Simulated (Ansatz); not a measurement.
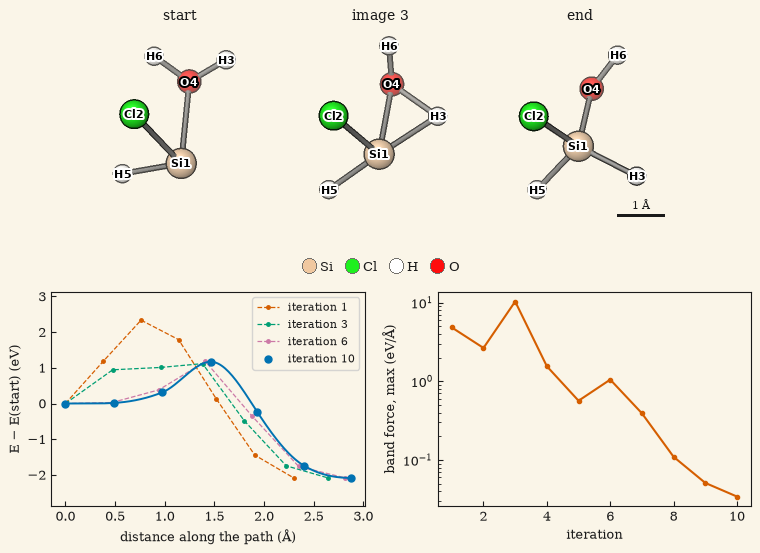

NEB run on SiH₃OCl. Images are numbered from 0 (start) to 6 (end). The plot follows the band through its iterations. Style: ball-and-stick. Shown from a free direction.

Level of theory: RKS PBE0-D4/def2-SVP (Ansatz). Set-up: 5 movable images; climbing image.

> Judge this run.

The run is converged, with reservations. The band converged in 10 iterations. The largest component of the band force went from 4.8 to 0.034 eV/Å. The climbing image converged on the top of the path. Its curvatures weren't checked. The largest force component is 0.20 eV/Å at the start and 0.49 eV/Å at the end; an end with forces this large is no minimum, and the barrier measured from it can be far off. The first iteration put the highest image at 2.34 eV. Forward barrier 1.17 eV, backward barrier 3.26 eV, with image 3 at the top; the reaction energy is −2.09 eV.

Cost: 54 s on 2 threads of Arm Neoverse V2 (shared host).
